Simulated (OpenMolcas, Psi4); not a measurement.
A ladder of methods for Si2NH5F (SMILES F[SiH2]N[SiH2])

Si2NH5F: 9 atoms, total charge 0, spin state doublet. As SMILES, `F[SiH2]N[SiH2]`. The coordinates come from a PBE0-D4/def2-TZVP relaxation. This is one conformer, not always the lowest.

```xyz
9

F    -1.7782    1.2089   -1.1818
Si   -0.2880    1.1236   -0.6049
N     0.2415   -0.4914   -0.4030
Si    0.0236   -1.5336    0.9679
H     0.5763    1.7991   -1.5988
H    -0.3028    1.7798    0.7188
H     0.6004   -0.9422   -1.2345
H    -0.2463   -0.6500    2.1362
H     1.2618   -2.3407    1.1827
```

Each level gives the vertical energy of the quartet above the doublet (eV). The values are calculated.

```csv
level,kind,program,value (eV),CPU time (all runs)
USVWN5/6-31G* (spherical functions),LDA,OpenMolcas,6.80,60 s
UPBE/6-31G* (spherical functions),GGA,OpenMolcas,6.74,91 s
U-r2SCAN/6-31G* (spherical functions),meta-GGA,OpenMolcas,6.86,2 min
UTPSS/6-31G* (spherical functions),meta-GGA,OpenMolcas,6.84,2 min
UB3LYP/6-31G* (spherical functions),global hybrid,OpenMolcas,7.02,90 s
UTPSSh/6-31G* (spherical functions),hybrid meta-GGA,Psi4,6.91,3.2 min
"UDSD-PBEP86/6-31G* (density fitting for correlation, spherical functions)",double hybrid,Psi4,7.27,49 s
"UOMP2/6-31G* (density fitting for correlation, spherical functions)",perturbation theory,Psi4,7.47,91 s
```

The values span 6.74 to 7.47 eV. CPU times are rough (shared hosts, several kinds of processor and program).

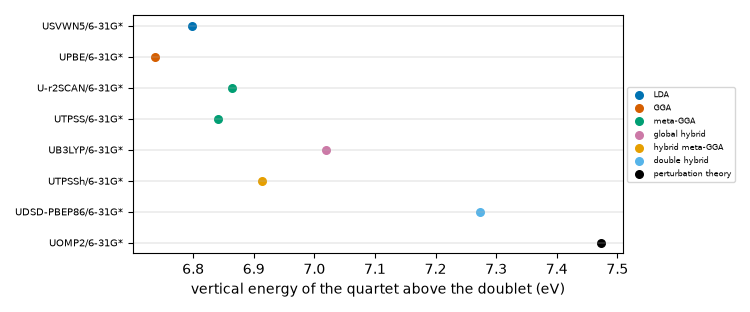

The values of the table, level by level.
